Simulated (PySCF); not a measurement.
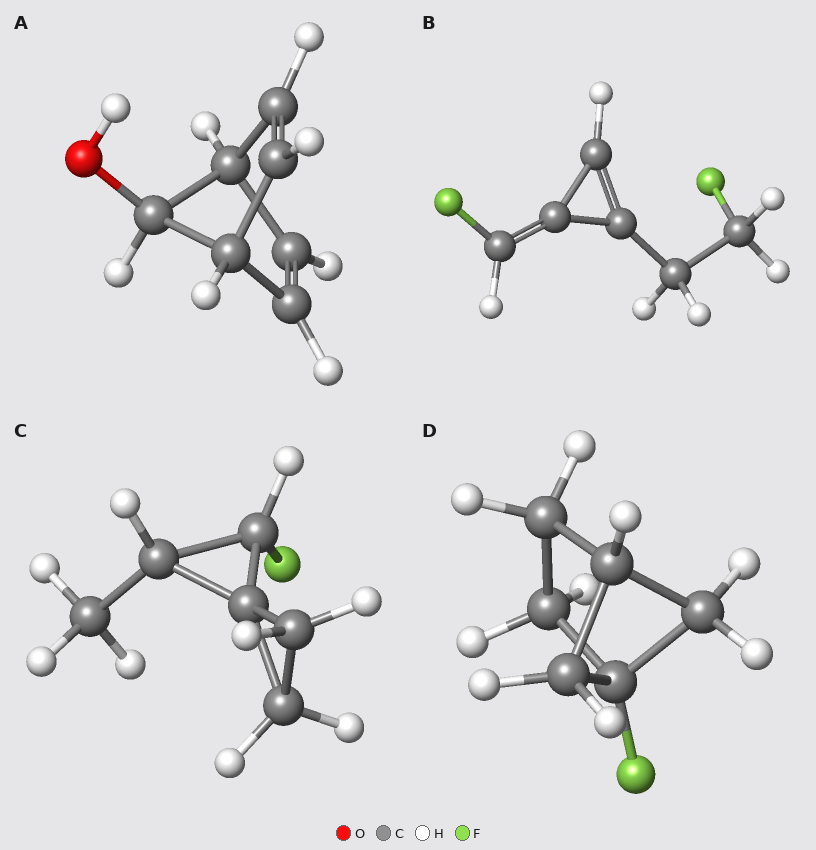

Figure made from data computed with PySCF.

**Which panel belongs to which SMILES?**
(1) C[C@@H]1[C@H](F)C12CC2
(2) O[C@H]1[C@H]2C=C[C@@H]1C=C2
(3) F/C=C1C=C\1CCF
(4) F[C@]12CC[C@H](C1)C2

A is (2), B is (3), C is (1), D is (4).
